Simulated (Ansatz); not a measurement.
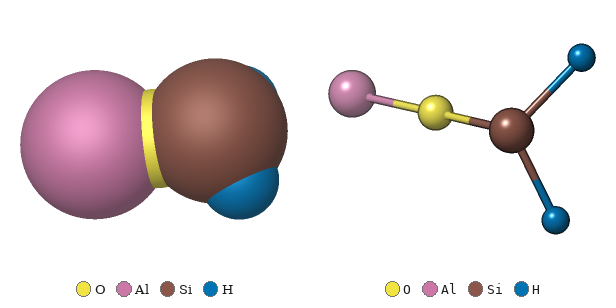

Two views of one molecule.

State: neutral, doublet. Computed geometry: PBE0-D4/def2-TZVP optimisation. No frequency run is at hand to confirm it as a minimum.

> Count the atoms of each element.

AlH₂OSi, 5 atoms: 1 aluminium, 2 hydrogen, 1 oxygen and 1 silicon.

> Count the bonded pairs by element.

2 Si–H, 1 Al–O, 1 O–Si. Sticks follow a distance rule.

More results for the same structure follow; atom numbers are the same in all pictures, views and colours differ.

Shape

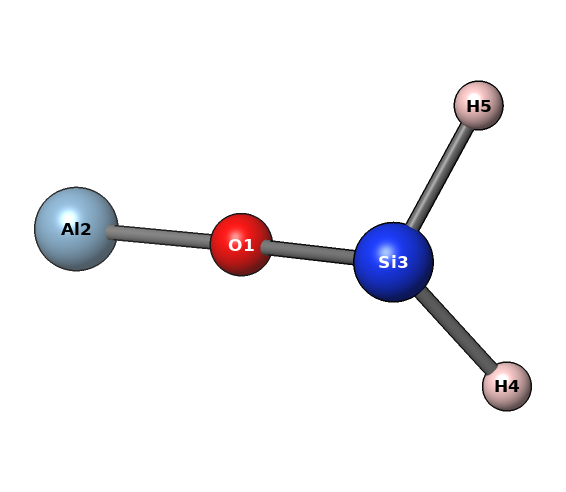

Numbered structure. No frequency run is at hand to confirm it as a minimum.

Which atoms are bonded, and how long are the bonds?

```csv
bond,length (Å)
O1–Al2,1.705
O1–Si3,1.633
Si3–H4,1.494
Si3–H5,1.494
```

Dipole moment

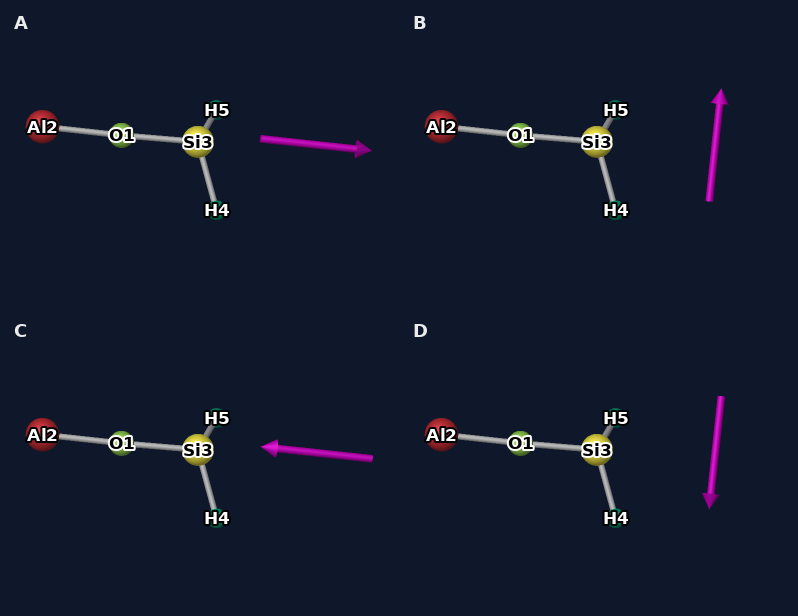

The same molecule four times, each with an arrow. No frequency run is at hand to confirm it as a minimum. Properties computed with UKS PBE0-D4/def2-TZVP (Ansatz 0.2.0).

> Which arrow points along the dipole moment, from the negative to the positive end?

C. The dipole moment is 0.60 D; it points from the side of H4, H5 to the side of Al2 (the outermost atoms at the two ends).

Electronic properties

No frequency run is at hand to confirm it as a minimum. Method: UKS PBE0-D4/def2-TZVPP (Ansatz 0.2.0).

Predict the main results.

- HOMO energy (Kohn–Sham orbital): −5.74 eV
- ⟨S²⟩ of the determinant: 0.752

Charges

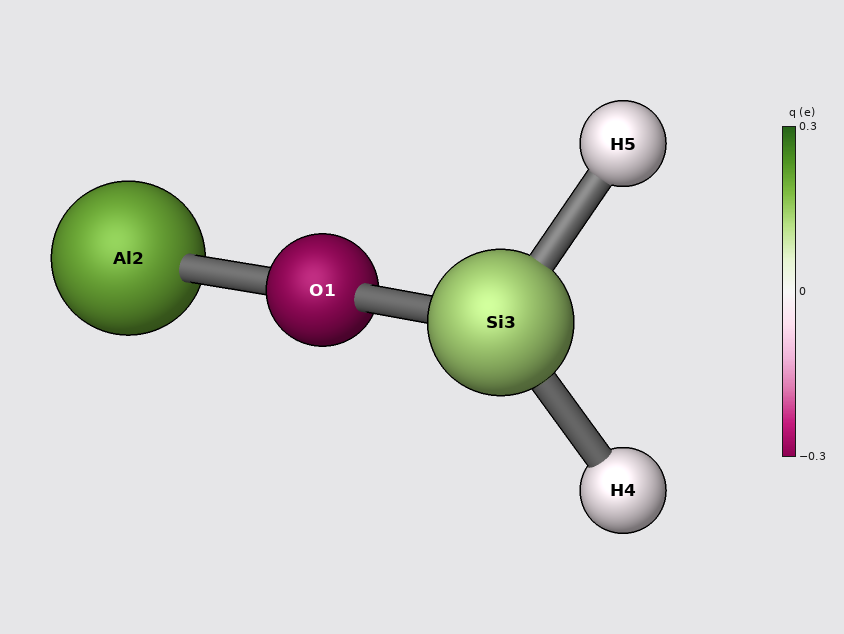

Atoms are coloured by their Mulliken charges. No frequency run is at hand to confirm it as a minimum. Method: UKS PBE0-D4/def2-TZVP (Ansatz 0.2.0).

> Which atom carries the highest charge (most positive or least negative)?

Al2 (0.20 e).

> And the lowest?

O1 (−0.29 e).

Give the Mulliken charges atom by atom.

```
atom  value (e)
  O1      −0.29
 Al2       0.20
 Si3       0.13
  H4      −0.02
  H5      −0.02
```

Mulliken values depend strongly on the basis set and can even reverse the polarity of a bond.
